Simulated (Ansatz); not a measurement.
**AlAsH₆O₂S (built from SMILES [AsH3].[OH][Al]([OH])[SH]): search for a transition state**

Is there a first-order saddle for this four-centre ligand exchange, which should form Al1–As6, S2–H5 and break Al1–S2, H5–As6, and which two structures does it connect?

Program: Ansatz 0.2.0, Gaussian basis. Level of theory: PBE0-D4, def2-SVP first, then def2-TZVP. These are calculated values, not measurements.

152 further runs of the same task are left out: 152 set aside as unsound or not needed. Runs told in other sessions of the task aren't counted.

**1. The starting structure**

The guess: 11 atoms, charge 0, spin multiplicity 1.

Atoms are counted from 1 here; the program's logs count them from 0.

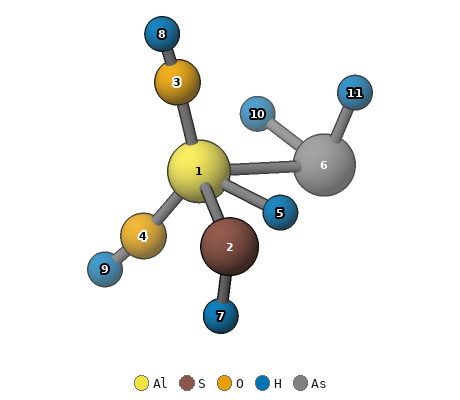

The starting geometry (aluminium yellow, sulfur brown, oxygen amber, hydrogen blue, arsenic grey); atoms are numbered from 1 in the order of the file.

Coordinates:

```mol
AlAsH6O2S
  3D, bonds by distance, orders not assigned

 11 10  0  0  0  0  0  0  0  0999 V2000
   -0.3414    0.0186   -0.2310 Al  0  0
    1.5460    0.5949   -1.7308 S   0  0
   -0.8162   -1.4300   -0.8486 O   0  0
   -1.1407    1.4597   -0.1155 O   0  0
    1.3400    0.1589   -0.1163 H   0  0
    0.5806   -0.2867    2.0720 As  0  0
    1.4954    1.8670   -1.3549 H   0  0
   -1.0723   -2.2215   -1.2959 H   0  0
   -1.6710    2.2406   -0.1661 H   0  0
   -0.8815   -0.6792    1.9764 H   0  0
    0.9609   -1.7223    1.8109 H   0  0
  1  2  8  0
  1  3  8  0
  1  4  8  0
  1  5  8  0
  1  6  8  0
  2  7  8  0
  3  8  8  0
  4  9  8  0
  6 10  8  0
  6 11  8  0
M  END
```

Distances that are to change: Al1–As6 2.50 Å, S2–H5 1.68 Å, Al1–S2 2.48 Å, H5–As6 2.36 Å.

**2. Relaxing the guess with the reacting distances held**

File hold/in.yaml:

```yaml
crystal:
  periodic: [false, false, false]
  atoms:
    - {symbol: Al, position_ang: [-0.341400, 0.018600, -0.231000]}
    - {symbol: S, position_ang: [1.546000, 0.594900, -1.730800]}
    - {symbol: O, position_ang: [-0.816200, -1.430000, -0.848600]}
    - {symbol: O, position_ang: [-1.140700, 1.459700, -0.115500]}
    - {symbol: H, position_ang: [1.340000, 0.158900, -0.116300]}
    - {symbol: As, position_ang: [0.580600, -0.286700, 2.072000]}
    - {symbol: H, position_ang: [1.495400, 1.867000, -1.354900]}
    - {symbol: H, position_ang: [-1.072300, -2.221500, -1.295900]}
    - {symbol: H, position_ang: [-1.671000, 2.240600, -0.166100]}
    - {symbol: H, position_ang: [-0.881500, -0.679200, 1.976400]}
    - {symbol: H, position_ang: [0.960900, -1.722300, 1.810900]}
basis:
  gaussian: {orbitals: def2-SVP}
hamiltonian: {xc: pbe0, dispersion: d4}
relax: {f_tol: 0.04, max_steps: 150, escape_saddle: false, constraints: [{distance: [0, 5]}, {distance: [1, 4]}, {distance: [0, 1]}, {distance: [4, 5]}]}
```

The run is started by

```console
$ ansatz run in.yaml --threads 8 --pin off --events-out ev --progress --plain --max-ram 19148MiB
```

The log of the run, shortened:

```text
Functional definition: PBE0
  name "PBE0"
  cite "Adamo & Barone, J. Chem. Phys. 110, 6158 (1999) doi:10.1063/1.478522"
  cite "Perdew, Burke & Ernzerhof, Phys. Rev. Lett. 77, 3865 (1996) doi:10.1103/PhysRevLett.77.3865"
  parent pbe
[...]
1279 factors; integrals over basis functions are off by at most 3.7e-4 eV
[...]
mean field -82432.79927135 eV, -3029.3494982640 hartree, gradient 2.3e-5 eV, S^2 0.000000; 0 other end points of the search recorded, 0 dependent functions left out
[...]
reference -82432.79930001 eV, -3029.3494993172 hartree; 42, 42 occupied and 84, 84 virtual orbitals, 1279 factors
relax step   1: F+E_penalty+E_count = -82433.05848421 eV  Δ(F+E_penalty+E_count) = +0.000e0 eV  max|allowed force component| = 1.382e0 eV/Å  Δτ_max = 0.0000 Å  (27 SCF iters, accepted)
[...]
relax step   6: F+E_penalty+E_count = -82433.39409654 eV  Δ(F+E_penalty+E_count) = -8.636e-2 eV  max|allowed force component| = 2.768e-1 eV/Å  Δτ_max = 0.2000 Å  (34 SCF iters, accepted)
[...]
relax step  11: F+E_penalty+E_count = -82433.57484594 eV  Δ(F+E_penalty+E_count) = -7.415e-3 eV  max|allowed force component| = 1.048e-1 eV/Å  Δτ_max = 0.0598 Å  (29 SCF iters, accepted)
[...]
relax step  16: F+E_penalty+E_count = -82433.64668373 eV  Δ(F+E_penalty+E_count) = -4.354e-2 eV  max|allowed force component| = 4.052e-1 eV/Å  Δτ_max = 0.1984 Å  (29 SCF iters, accepted)
[...]
  distance Al 0 - S 1 held at 2.478669 Å   reaction = -1.5085e-1 eV/Å
  distance H 4 - As 5 held at 2.358793 Å   reaction = +2.8370e-1 eV/Å
1279 factors; integrals over basis functions are off by at most 4.0e-4 eV
[...]
mean field -82433.43374035 eV, -3029.3728145696 hartree, gradient 8.9e-6 eV, S^2 0.000000; 1 other end points of the search recorded, 0 dependent functions left out
[...]
reference -82433.43376947 eV, -3029.3728156397 hartree; 42, 42 occupied and 84, 84 virtual orbitals, 1279 factors
Total energy: -82433.68555386 eV, -3029.3820685454 hartree
Atom 0 at    -0.450377    -0.167642    -0.371428 Å, force     0.016723    -0.051469     0.366763 eV/Å
Atom 1 at     1.651184     0.607325    -1.432874 Å, force     1.035664    -0.339374     2.601620 eV/Å
Atom 2 at    -0.972347    -1.630361    -1.096893 Å, force     0.027324     0.016641    -0.000783 eV/Å
Atom 3 at    -1.252835     1.346744    -0.584091 Å, force    -0.021746     0.006375    -0.019048 eV/Å
Atom 4 at     2.190599     0.388718     0.148386 Å, force    -1.098789     0.265791    -2.466325 eV/Å
Atom 5 at     0.747640    -0.479915     1.799826 Å, force     0.018383     0.115256    -0.480674 eV/Å
Atom 6 at     1.279001     1.887279    -1.191945 Å, force    -0.004623    -0.008647     0.009379 eV/Å
Atom 7 at    -1.349752    -1.661887    -1.977833 Å, force    -0.005572    -0.013955    -0.009225 eV/Å
Atom 8 at    -2.153492     1.491890    -0.286624 Å, force     0.014496    -0.001543    -0.000412 eV/Å
Atom 9 at    -0.173623     0.143856     2.828954 Å, force     0.008705     0.002724    -0.003358 eV/Å
Atom 10 at     0.483802    -1.926008     2.164721 Å, force     0.009435     0.008201     0.002063 eV/Å
Dipole moment:    -0.042103     0.311671    -0.177405 e Å
```

Wall time 32 s (8 threads of Arm Neoverse V2, shared host).

Relaxation path: (the energy doesn't fall at every step)

```csv
step,energy from step 1 (eV),largest force component (eV/Å)
1,0.0000,1.3823
2,-0.1620,0.4951
3,-0.1968,0.2576
4,-0.2209,0.2761
5,-0.2493,0.7234
6,-0.3356,0.2768
7,-0.4028,0.3620
8,-0.4650,0.3329
9,-0.5089,0.1986
10,-0.5017,0.7404
11,-0.5164,0.1048
12,-0.5164,0.4486
13,-0.5268,0.0591
14,-0.5298,0.4647
15,-0.5447,0.3426
16,-0.5882,0.4052
17,-0.5626,0.6878
18,-0.6163,0.2048
19,-0.6248,0.0715
20,-0.6270,0.0365
```

Distances of close pairs at the start and the end, largest changes first:

```
   bond  before (Å)  after (Å)  change (Å)
 Al1–H5       1.691      2.749      +1.057
 Al1–O4       1.652      1.727      +0.075
 Al1–O3       1.645      1.714      +0.069
  S2–H7       1.327      1.355      +0.027
  O3–H8       0.945      0.959      +0.014
  O4–H9       0.945      0.960      +0.014
As6–H11       1.508      1.515      +0.007
As6–H10       1.517      1.516      -0.001
```

**3. Force constants to start from**

File hessian/in.yaml:

```yaml
crystal:
  periodic: [false, false, false]
  atoms:
    - {symbol: Al, position_ang: [-0.450377, -0.167642, -0.371428]}
    - {symbol: S, position_ang: [1.651184, 0.607325, -1.432874]}
    - {symbol: O, position_ang: [-0.972347, -1.630361, -1.096893]}
    - {symbol: O, position_ang: [-1.252835, 1.346744, -0.584091]}
    - {symbol: H, position_ang: [2.190599, 0.388718, 0.148386]}
    - {symbol: As, position_ang: [0.747640, -0.479915, 1.799826]}
    - {symbol: H, position_ang: [1.279001, 1.887279, -1.191945]}
    - {symbol: H, position_ang: [-1.349752, -1.661887, -1.977833]}
    - {symbol: H, position_ang: [-2.153492, 1.491890, -0.286624]}
    - {symbol: H, position_ang: [-0.173623, 0.143856, 2.828954]}
    - {symbol: H, position_ang: [0.483802, -1.926008, 2.164721]}
basis:
  gaussian: {orbitals: def2-SVP}
hamiltonian: {xc: pbe0, dispersion: d4}
phonons: {}
scf: {lower_state_search: off}
```

The run is started by

```console
$ ansatz run in.yaml --threads 8 --pin off --events-out ev --progress --plain --max-ram 19148MiB
```

The log of the run, shortened:

```text
[... 5 set-up lines as earlier in the session ...]
[...]
1280 factors; integrals over basis functions are off by at most 2.8e-4 eV
[...]
mean field -82433.43374400 eV, -3029.3728147036 hartree, gradient 6.5e-6 eV, S^2 0.000000; 0 other end points of the search recorded, 0 dependent functions left out
[...]
reference -82433.43377305 eV, -3029.3728157714 hartree; 42, 42 occupied and 84, 84 virtual orbitals, 1280 factors
[... from here to the last solve, the lines of the solves are left out (65 solves) ...]
1280 factors; integrals over basis functions are off by at most 2.8e-4 eV
mean field -82433.43372040 eV, -3029.3728138366 hartree, gradient 3.0e-6 eV, S^2 0.000000; 0 other end points of the search recorded, 0 dependent functions left out
[...]
WARN: phonons: modes at or below zero, which the zero-point energy, F, S and C_V leave out: 1, the lowest at -683.91 cm⁻¹. A minimum has none, and a first-order saddle one
[...]
Atom 4 at     2.190599     0.388718     0.148386 Å, force    -1.098807     0.265843    -2.466385 eV/Å
Atom 5 at     0.747640    -0.479915     1.799826 Å, force     0.018452     0.115315    -0.480633 eV/Å
Atom 6 at     1.279001     1.887279    -1.191945 Å, force    -0.004663    -0.008649     0.009387 eV/Å
Atom 7 at    -1.349752    -1.661887    -1.977833 Å, force    -0.005568    -0.013949    -0.009215 eV/Å
Atom 8 at    -2.153492     1.491890    -0.286624 Å, force     0.014472    -0.001524    -0.000426 eV/Å
Atom 9 at    -0.173623     0.143856     2.828954 Å, force     0.008687     0.002696    -0.003337 eV/Å
Atom 10 at     0.483802    -1.926008     2.164721 Å, force     0.009373     0.008196     0.002025 eV/Å
Dipole moment:    -0.042104     0.311671    -0.177407 e Å
Vibrations: -683.91 116.20 125.40 134.29 152.84 184.25 224.38 236.91 301.17 328.96 348.99 469.84 496.80 549.19 559.62 588.46 617.47 768.27 905.43 951.10 999.65 1146.79 2250.57 2274.11 2704.49 3963.19 3971.23 cm⁻¹, zero-point energy 1.572715 eV
Checks for a lower state left out: stability, starts, cluster_reference, orbital_swaps, neighbouring_geometries, increment
```

It took 53 s on 8 threads of Arm Neoverse V2, shared host.

The structure is not stationary yet, so these wavenumbers are no spectrum; the search needs only the force constants.

**4. Saddle search in the small basis**

A small driver takes partitioned rational-function steps: uphill along one mode, downhill along the rest. It calls the program once a step for energy and forces and updates the Hessian by Bofill's formula. It stops when the largest force is under 0.04 eV/Å and the followed curvature is negative. The first step's input:

File presaddle/in.yaml:

```yaml
crystal:
  periodic: [false, false, false]
  atoms:
    - {symbol: Al, position_ang: [-0.450377, -0.167642, -0.371428]}
    - {symbol: S, position_ang: [1.651184, 0.607325, -1.432874]}
    - {symbol: O, position_ang: [-0.972347, -1.630361, -1.096893]}
    - {symbol: O, position_ang: [-1.252835, 1.346744, -0.584091]}
    - {symbol: H, position_ang: [2.190599, 0.388718, 0.148386]}
    - {symbol: As, position_ang: [0.747640, -0.479915, 1.799826]}
    - {symbol: H, position_ang: [1.279001, 1.887279, -1.191945]}
    - {symbol: H, position_ang: [-1.349752, -1.661887, -1.977833]}
    - {symbol: H, position_ang: [-2.153492, 1.491890, -0.286624]}
    - {symbol: H, position_ang: [-0.173623, 0.143856, 2.828954]}
    - {symbol: H, position_ang: [0.483802, -1.926008, 2.164721]}
basis:
  gaussian: {orbitals: def2-SVP}
hamiltonian: {xc: pbe0, dispersion: d4}
output: {forces: true}
scf: {lower_state_search: off}
```

The run is started by

```console
$ ansatz run in.yaml --threads 8 --pin off --events-out ev --progress --plain --max-ram 19148MiB
```

Step by step:

| step | energy (eV) | largest force (eV/Å) | followed curvature (eV/Å²) |
| --- | --- | --- | --- |
| 1 | -82433.68554 | 2.6016 | -2.92 |
| 2 | -82433.76683 | 1.8451 | -3.26 |
| 3 | -82433.80982 | 0.7588 | -3.93 |
| 4 | -82433.82331 | 0.4340 | -3.78 |
| 5 | -82433.83454 | 0.3880 | -3.85 |
| 6 | -82433.80935 | 1.0705 | -3.91 |
| 7 | -82433.80223 | 0.6786 | -3.93 |
| 8 | -82433.82838 | 0.1946 | -3.93 |
| 9 | -82433.83938 | 0.2142 | -3.93 |
| 10 | -82433.83655 | 0.5715 | -3.94 |
| 11 | -82433.83951 | 0.0717 | -3.98 |
| 12 | -82433.84189 | 0.1075 | -3.98 |
| 13 | -82433.83768 | 0.3956 | -3.98 |
| 14 | -82433.84038 | 0.1932 | -3.98 |
| 15 | -82433.84224 | 0.1246 | -3.99 |
| 16 | -82433.84392 | 0.1253 | -3.99 |
| 17 | -82433.84401 | 0.0576 | -4.05 |
| 18 | -82433.84379 | 0.1054 | -4.06 |
| 19 | -82433.84418 | 0.0514 | -4.05 |
| 20 | -82433.84429 | 0.0671 | -4.08 |
| 21 | -82433.84440 | 0.0331 | -4.08 |

The 21 steps took 18 s in all (8 threads of Arm Neoverse V2, shared host).

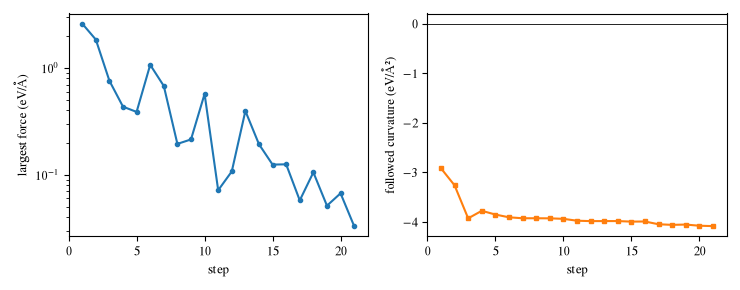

Largest force and followed curvature during the search.

**5. Saddle search in triple zeta**

The search itself is an outer loop (partitioned rational-function steps, Bofill update of the Hessian). Each step is one single-point run with forces. It stops when the largest force is under 0.01 eV/Å and the followed curvature is negative. The first step's input:

File saddle/in.yaml:

```yaml
crystal:
  periodic: [false, false, false]
  atoms:
    - {symbol: Al, position_ang: [-0.530396, -0.077797, -0.541462]}
    - {symbol: S, position_ang: [1.651848, 0.556019, -1.272003]}
    - {symbol: O, position_ang: [-1.026454, -1.586408, -1.183152]}
    - {symbol: O, position_ang: [-1.416094, 1.391277, -0.604049]}
    - {symbol: H, position_ang: [1.812029, 0.095908, 0.363351]}
    - {symbol: As, position_ang: [0.663362, -0.485876, 1.616589]}
    - {symbol: H, position_ang: [1.439724, 1.855975, -0.962777]}
    - {symbol: H, position_ang: [-1.260367, -1.705947, -2.104953]}
    - {symbol: H, position_ang: [-2.342099, 1.450292, -0.360128]}
    - {symbol: H, position_ang: [0.309302, 0.362164, 2.810387]}
    - {symbol: H, position_ang: [0.698943, -1.855608, 2.238397]}
basis:
  gaussian: {orbitals: def2-TZVP}
hamiltonian: {xc: pbe0, dispersion: d4}
output: {forces: true}
scf: {lower_state_search: off}
```

The run is started by

```console
$ ansatz run in.yaml --threads 8 --pin off --events-out ev --progress --plain --max-ram 19148MiB
```

The driver's record:

```csv
step,energy (eV),largest force (eV/Å),followed curvature (eV/Å²)
1,-82452.65408,0.2175,-4.08
2,-82452.66000,0.0644,-4.08
3,-82452.65892,0.1477,-4.10
4,-82452.66050,0.0631,-4.17
5,-82452.66015,0.1141,-4.24
6,-82452.66043,0.0954,-4.25
7,-82452.66014,0.1197,-4.27
8,-82452.66064,0.0576,-4.29
9,-82452.66075,0.0681,-4.30
10,-82452.66084,0.0198,-4.31
11,-82452.66086,0.0141,-4.32
12,-82452.66089,0.0078,-4.32
```

The 12 steps took 26 s in all (8 threads of Arm Neoverse V2, shared host).

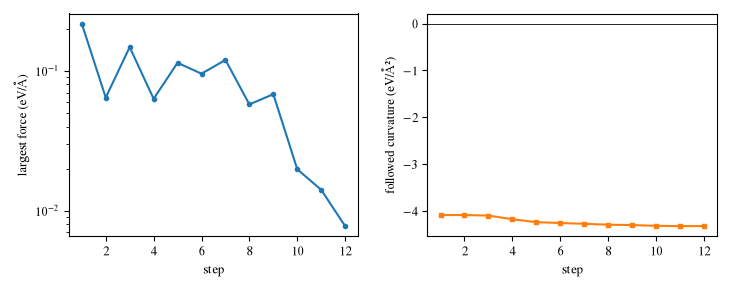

Largest force and followed curvature during the search.

The point found:

```mol
AlAsH6O2S
  3D, bonds by distance, orders not assigned

 11 10  0  0  0  0  0  0  0  0999 V2000
   -0.5348   -0.0655   -0.5518 Al  0  0
    1.6424    0.5631   -1.2774 S   0  0
   -1.0038   -1.5740   -1.1833 O   0  0
   -1.4251    1.3878   -0.6022 O   0  0
    1.7973    0.0792    0.3378 H   0  0
    0.6577   -0.4876    1.6083 As  0  0
    1.4472    1.8444   -0.9184 H   0  0
   -1.2535   -1.7181   -2.0940 H   0  0
   -2.3472    1.4454   -0.3600 H   0  0
    0.3363    0.3749    2.7968 H   0  0
    0.6832   -1.8496    2.2444 H   0  0
  1  2  8  0
  1  3  8  0
  1  4  8  0
  1  6  8  0
  2  7  8  0
  3  8  8  0
  4  9  8  0
  5  6  8  0
  6 10  8  0
  6 11  8  0
M  END
```

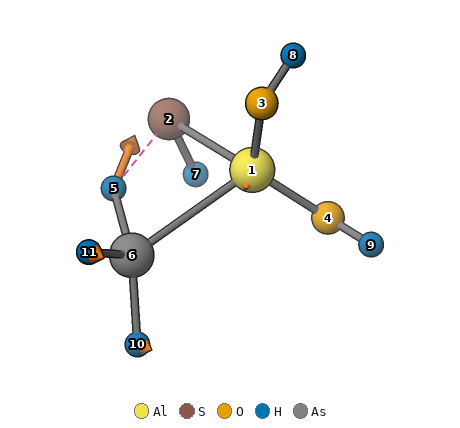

The point found; arrows show the followed mode. Pairs that react are joined by broken lines, hidden where the pair is close enough to be drawn as a bond.

**6. Vibrations at the point found**

File vib/in.yaml:

```yaml
crystal:
  periodic: [false, false, false]
  atoms:
    - {symbol: Al, position_ang: [-0.534792, -0.065512, -0.551831]}
    - {symbol: S, position_ang: [1.642373, 0.563062, -1.277418]}
    - {symbol: O, position_ang: [-1.003850, -1.573955, -1.183308]}
    - {symbol: O, position_ang: [-1.425085, 1.387836, -0.602193]}
    - {symbol: H, position_ang: [1.797328, 0.079248, 0.337793]}
    - {symbol: As, position_ang: [0.657736, -0.487650, 1.608284]}
    - {symbol: H, position_ang: [1.447196, 1.844428, -0.918365]}
    - {symbol: H, position_ang: [-1.253490, -1.718076, -2.093967]}
    - {symbol: H, position_ang: [-2.347156, 1.445362, -0.360026]}
    - {symbol: H, position_ang: [0.336299, 0.374851, 2.796808]}
    - {symbol: H, position_ang: [0.683239, -1.849594, 2.244424]}
basis:
  gaussian: {orbitals: def2-TZVP}
hamiltonian: {xc: pbe0, dispersion: d4}
phonons: {temperatures: {t_min: 298.15, t_max: 900, t_step: 200}}
```

The run is started by

```console
$ ansatz run in.yaml --threads 8 --pin off --events-out ev --progress --plain --max-ram 19148MiB
```

The log of the run, shortened:

```text
[... 5 set-up lines as earlier in the session ...]
[...]
1539 factors; their error is unknown
[...]
mean field -82452.40386373 eV, -3030.0699537454 hartree, gradient 6.0e-5 eV, S^2 0.000000; 0 other end points of the search recorded, 0 dependent functions left out
[...]
reference -82452.40389829 eV, -3030.0699550155 hartree; 42, 42 occupied and 178, 178 virtual orbitals, 1539 factors
[... from here to the last solve, the lines of the solves are left out (65 solves) ...]
1539 factors; their error is unknown
[...]
mean field -82452.40383523 eV, -3030.0699526980 hartree, gradient 1.4e-6 eV, S^2 0.000000; 0 other end points of the search recorded, 0 dependent functions left out
[...]
WARN: phonons: modes at or below zero, which the zero-point energy, F, S and C_V leave out: 1, the lowest at -885.84 cm⁻¹. A minimum has none, and a first-order saddle one
[...]
Atom 3 at    -1.425085     1.387836    -0.602193 Å, force     0.001314     0.001062     0.002375 eV/Å
Atom 4 at     1.797328     0.079248     0.337793 Å, force    -0.000985     0.000690    -0.000173 eV/Å
Atom 5 at     0.657736    -0.487650     1.608284 Å, force     0.001246     0.001436    -0.004477 eV/Å
Atom 6 at     1.447196     1.844428    -0.918365 Å, force     0.002136    -0.007774    -0.000893 eV/Å
Atom 7 at    -1.253490    -1.718076    -2.093967 Å, force     0.000839     0.002017     0.006612 eV/Å
Atom 8 at    -2.347156     1.445362    -0.360026 Å, force    -0.001124    -0.001524    -0.001638 eV/Å
Atom 9 at     0.336299     0.374851     2.796808 Å, force     0.000482     0.001424     0.002262 eV/Å
Atom 10 at     0.683239    -1.849594     2.244424 Å, force    -0.001322    -0.001563     0.000709 eV/Å
Dipole moment:    -0.089003     0.069829     0.190325 e Å
Vibrations: -885.84 74.01 112.74 133.52 156.08 186.09 193.03 250.10 262.64 338.73 362.47 372.68 483.85 552.51 575.24 607.40 638.86 770.77 908.23 930.49 1086.30 1180.64 2278.69 2307.06 2707.17 3963.17 3966.09 cm⁻¹, zero-point energy 1.574510 eV
```

Wall time 2.2 min (8 threads of Arm Neoverse V2, shared host); peak memory 0.78 GiB.

The modes, with what each moves most:

```csv
mode,wavenumber (cm⁻¹),character
1,886i,"changes S2–H5, H5–As6"
2,74,torsion with bend
3,113,torsion with bend
4,134,torsion with bend
5,156,bend with torsion
6,186,torsion with Al–As stretch
7,193,torsion
8,250,torsion
9,263,torsion
10,339,Al–As stretch
11,362,torsion with bend
12,373,Al–S stretch with torsion
13,484,bend with torsion
14,553,bend
15,575,bend with torsion
16,607,bend
17,639,bend
18,771,Al–O stretch
19,908,Al–O stretch
20,930,bend
21,1086,wag or twist with bend
22,1181,bend with As–H stretch
23,2279,As–H stretch
24,2307,As–H stretch
25,2707,S–H stretch
26,3963,O–H stretch
27,3966,O–H stretch
```

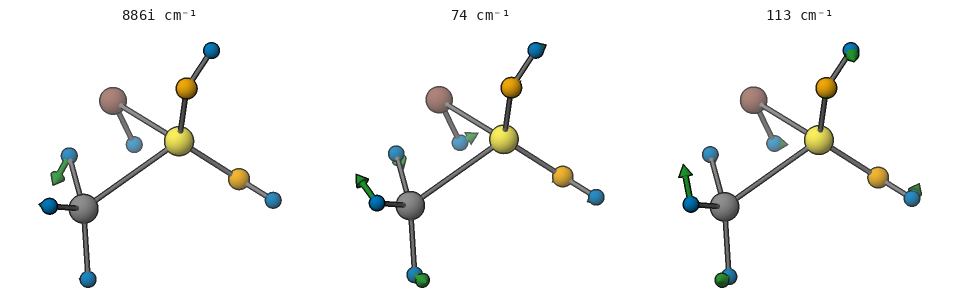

How the atoms move in 3 of the modes.

Vibrational sums (real modes only):

| T (K) | entropy (J/mol/K) | heat capacity (J/mol/K) |
| --- | --- | --- |
| 298 | 113.6 | 114.0 |
| 498 | 180.3 | 144.7 |
| 698 | 232.0 | 161.3 |
| 898 | 274.1 | 172.3 |

(Part 1 of 2 ends here.)
